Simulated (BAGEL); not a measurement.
# HF/def2-SVPD (density fitting with qzvpp-jkfit) run of AlBNH4F (SMILES [NH2][AlH][BH]F)

Aim: the energy change on altering one bond length of AlBNH4F at HF/def2-SVPD (density fitting with qzvpp-jkfit), from 2 runs. 

The results are computed with BAGEL 1.2.2.

4 further runs of the same task are left out: 4 set aside as unsound or not needed. Runs told in other sessions of the task aren't counted.

### 1 Starting point

The species is AlBNH4F (8 atoms), meant as a singlet with charge 0. As SMILES, `[NH2][AlH][BH]F`. The coordinates come from a PBE0-D4/def2-TZVP relaxation. This is one conformer, not always the lowest.

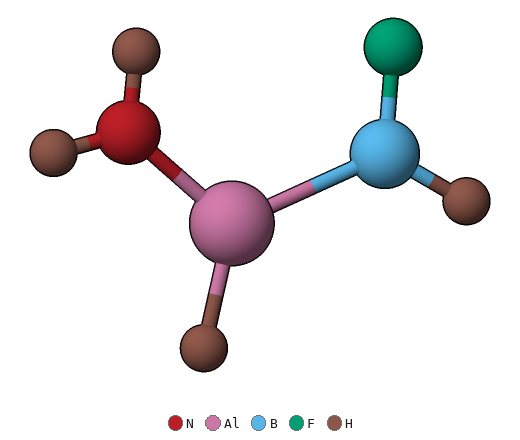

The structure, seen from a chosen angle (nitrogen red, aluminium pink, boron blue, fluorine teal, hydrogen brown).

### 2 A single-point energy at HF/def2-SVPD (density fitting with qzvpp-jkfit)

calc.json reads:

```json
{ "bagel": [

{
  "title": "molecule",
  "basis": "def2-svpd.json",
  "df_basis": "qzvpp-jkfit",
  "angstrom": true,
  "geometry": [
    { "atom": "N", "xyz": [   -1.034900,    1.238000,    0.178100 ] },
    { "atom": "Al", "xyz": [    0.358400,    0.247200,    0.637000 ] },
    { "atom": "B", "xyz": [    0.824000,   -1.438600,   -0.645900 ] },
    { "atom": "F", "xyz": [    0.022100,   -1.693000,   -1.675500 ] },
    { "atom": "H", "xyz": [   -1.365500,    2.050100,    0.674400 ] },
    { "atom": "H", "xyz": [   -1.614500,    1.063500,   -0.627700 ] },
    { "atom": "H", "xyz": [    1.149400,    0.679500,    1.946200 ] },
    { "atom": "H", "xyz": [    1.753200,   -2.203800,   -0.542400 ] }
  ]
},
{
  "title": "hf"
},
{
  "title": "print",
  "file": "orbitals.molden",
  "orbitals": true
}

]}
```

The basis set def2-SVPD is read from a file made from the Basis Set Exchange's data (not shown).

On the command line:

```
BAGEL_NUM_THREADS=1 BAGEL calc.json > calc.out
```

Log:

```text
* using 1 threads per process

  ===============================================================
  ===============================================================

  *** Geometry ***

  { "atom" : "N", "xyz" : [     -1.955678,      2.339481,      0.336560 ] },
  { "atom" : "Al", "xyz" : [      0.677278,      0.467140,      1.203756 ] },
  { "atom" : "B", "xyz" : [      1.557134,     -2.718560,     -1.220574 ] },
  { "atom" : "F", "xyz" : [      0.041763,     -3.199306,     -3.166236 ] },
  { "atom" : "H", "xyz" : [     -2.580421,      3.874128,      1.274431 ] },
  { "atom" : "H", "xyz" : [     -3.050963,      2.009724,     -1.186181 ] },
  { "atom" : "H", "xyz" : [      2.172051,      1.284069,      3.677785 ] },
  { "atom" : "H", "xyz" : [      3.313068,     -4.164578,     -1.024987 ] },

  Number of auxiliary basis functions:      429

  Since a DF basis is specified, we compute 2- and 3-index integrals:
    o Being stored without compression. Storage requirement is 0.049 GB

  Number of basis functions:      119
  Number of electrons      :       38

    * METHOD: MOLECULE                             0.17

  *** RHF ***

  === Nuclear Repulsion ===
   128.7017804164

      * DIIS with orbital gradients will be used.

  === RHF iteration (def2-svpd.json) ===
      0       -422.31286755          0.02179023           0.06
      1       -422.51721557          0.01660663           0.07
      2       -422.67018151          0.00153681           0.07
      3       -422.67246975          0.00039867           0.07
      4       -422.67257945          0.00013758           0.07
      5       -422.67259573          0.00003352           0.07
      6       -422.67259707          0.00001092           0.07
      7       -422.67259724          0.00000296           0.07
      8       -422.67259725          0.00000161           0.07
      9       -422.67259725          0.00000046           0.07
     10       -422.67259725          0.00000018           0.07
     11       -422.67259725          0.00000007           0.07
     12       -422.67259725          0.00000002           0.07
     13       -422.67259725          0.00000001           0.07
    * SCF iteration converged.

    * Permanent dipole moment:
           (    0.083016,    -0.247740,    -0.146408) a.u.

    * METHOD: HF                                   1.09

    * METHOD: PRINT                                0.02

  ===============================================================
```

Wall time 1.4 s (1 thread of Arm Neoverse V2, shared host); peak memory 0.14 GiB.

### 3 The distorted shape at the same level

job.json reads:

```json
{ "bagel" : [

{
  "title" : "molecule",
  "basis" : "def2-svpd.json",
  "df_basis" : "qzvpp-jkfit",
  "angstrom" : "true",
  "geometry" : [
    { "atom" : "N", "xyz" : [      -1.778266,       1.850165,       0.095299 ] },
    { "atom" : "Al", "xyz" : [      -0.384966,       0.859365,       0.554199 ] },
    { "atom" : "B", "xyz" : [       0.080634,      -0.826435,      -0.728701 ] },
    { "atom" : "F", "xyz" : [      -0.721266,      -1.080835,      -1.758301 ] },
    { "atom" : "H", "xyz" : [      -2.108866,       2.662265,       0.591599 ] },
    { "atom" : "H", "xyz" : [      -2.357866,       1.675665,      -0.710501 ] },
    { "atom" : "H", "xyz" : [       0.406034,       1.291665,       1.863399 ] },
    { "atom" : "H", "xyz" : [       1.753200,      -2.203800,      -0.542400 ] }
  ]
},

{ "title" : "hf" },

{ "title" : "print", "file" : "orbitals.molden", "orbitals" : "true" }

]}
```

The basis set def2-SVPD is read from a file made from the Basis Set Exchange's data (not shown).

On the command line:

```
BAGEL_NUM_THREADS=1 BAGEL job.json > job.out
```

Log:

```text
* using 1 threads per process

  ===============================================================
  ===============================================================

  *** Geometry ***

  { "atom" : "N", "xyz" : [     -3.360436,      3.496305,      0.180089 ] },
  { "atom" : "Al", "xyz" : [     -0.727480,      1.623964,      1.047284 ] },
  { "atom" : "B", "xyz" : [      0.152376,     -1.561736,     -1.377045 ] },
  { "atom" : "F", "xyz" : [     -1.362995,     -2.042482,     -3.322707 ] },
  { "atom" : "H", "xyz" : [     -3.985179,      5.030952,      1.117960 ] },
  { "atom" : "H", "xyz" : [     -4.455721,      3.166548,     -1.342652 ] },
  { "atom" : "H", "xyz" : [      0.767293,      2.440893,      3.521314 ] },
  { "atom" : "H", "xyz" : [      3.313068,     -4.164578,     -1.024987 ] },

  Number of auxiliary basis functions:      429

  Since a DF basis is specified, we compute 2- and 3-index integrals:
    o Being stored without compression. Storage requirement is 0.049 GB

  Number of basis functions:      119
  Number of electrons      :       38

    * METHOD: MOLECULE                             0.17

  *** RHF ***

  === Nuclear Repulsion ===
   126.4171400366

      * DIIS with orbital gradients will be used.

  === RHF iteration (def2-svpd.json) ===
      0       -422.18498190          0.02153396           0.06
      1       -422.38453376          0.01702682           0.07
      2       -422.54993566          0.00170487           0.07
      3       -422.55338777          0.00058439           0.07
      4       -422.55367079          0.00019147           0.07
      5       -422.55371743          0.00004118           0.07
      6       -422.55372049          0.00001217           0.07
      7       -422.55372073          0.00000339           0.07
      8       -422.55372074          0.00000177           0.07
      9       -422.55372074          0.00000054           0.07
     10       -422.55372074          0.00000027           0.07
     11       -422.55372074          0.00000011           0.07
     12       -422.55372074          0.00000004           0.07
     13       -422.55372074          0.00000001           0.07
     14       -422.55372074          0.00000001           0.07
    * SCF iteration converged.

    * Permanent dipole moment:
           (    0.970321,    -1.089835,    -0.159625) a.u.

    * METHOD: HF                                   1.15

    * METHOD: PRINT                                0.02

  ===============================================================
```

Run time: 1.5 s. Hardware: 1 thread of Arm Neoverse V2, shared host; peak memory 0.14 GiB.

### 4 What came out

Level: HF/def2-SVPD (density fitting with qzvpp-jkfit).

| quantity | value |
| --- | --- |
| first shape: total energy | -422.67260 Eh |
| first shape: dipole moment | 0.76 D |
| first shape: HOMO energy | -10.32 eV |
| first shape: LUMO energy | 0.96 eV |
| first shape: HOMO–LUMO gap | 11.28 eV |
| distorted shape: total energy | -422.55372 Eh |
| distorted shape: dipole moment | 3.73 D |
| distorted shape: HOMO energy | -8.96 eV |
| distorted shape: LUMO energy | 0.44 eV |
| distorted shape: HOMO–LUMO gap | 9.40 eV |
| energy change with the B3–H8 bond stretched from 1.208 to 2.175 Å | 3.235 eV |

In words: With the B3–H8 bond stretched from 1.208 to 2.175 Å the energy rises by 3.23 eV (75 kcal/mol). The first shape isn't relaxed at this level, so the change isn't measured from a minimum. A restricted reference can't describe the breaking bond well at this length.
